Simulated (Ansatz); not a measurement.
The calculation's input:

```
crystal:
  periodic: [false, false, false]
  atoms:
    - { symbol: C, position_ang: [-1.2669, 1.44442, -1.1469] }
    - { symbol: Al, position_ang: [-0.52155, 0.62997, 0.39623] }
    - { symbol: Al, position_ang: [1.11551, -1.27988, 0.83432] }
    - { symbol: H, position_ang: [-0.42698, 1.8058, -1.78341] }
    - { symbol: H, position_ang: [-1.76087, 0.64833, -1.7495] }
    - { symbol: H, position_ang: [-0.8028, 1.01851, 1.99737] }
    - { symbol: H, position_ang: [1.7265, -2.05421, -0.48026] }
    - { symbol: H, position_ang: [1.9371, -2.21295, 1.93215] }
total_charge: -1
basis:
  gaussian: { orbitals: def2-SVP }
hamiltonian:
  xc: cam_b3lyp
relax:
  f_tol: 0.015
  max_steps: 40
output:
  orbitals: {}
```

Launched as:

```sh
ansatz run input.yaml --threads 1 --pin off --max-ram 2048MiB --backend cpu --events-out ev --progress --plain --runs-dir out
```

The fields are those of the relaxed geometry.

Method: RKS CAM-B3LYP/def2-SVP in Ansatz 0.2.0.

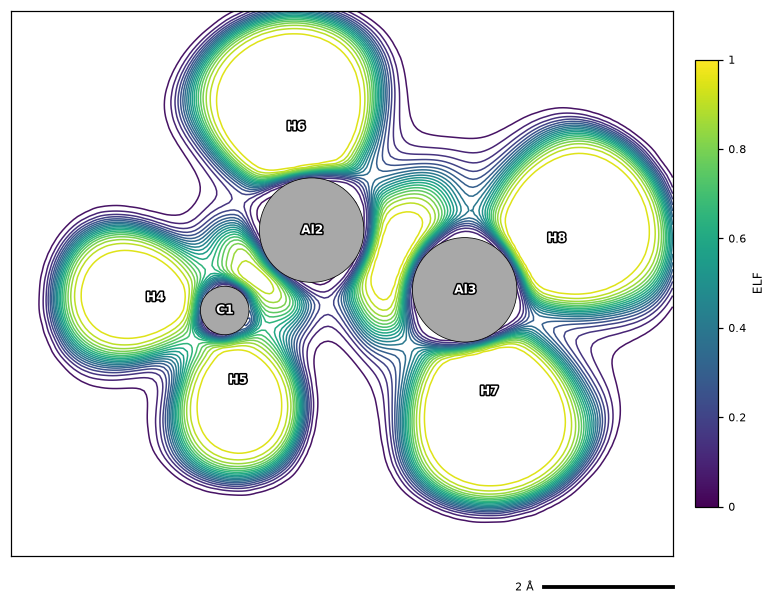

CH5Al2 (SMILES [CH2-][AlH][AlH2]) (charge −1). ELF on the molecular plane. Grey discs cover the atomic cores.

### Interpret the plot.

Atoms in the plane: C, Al and H. C–Al (1.84 Å): the ELF peaks at about 0.95 between the atoms (a shared but strongly polarised pair). Al–Al (2.55 Å): the ELF peaks at about 1 between the atoms: a covalent bond. C–H (1.10 Å): the ELF climbs to about 1 towards the hydrogen, as it does in any bond to H (an ordinary covalent bond to hydrogen). Al–H (1.62 Å): the ELF climbs to about 1 towards the hydrogen.
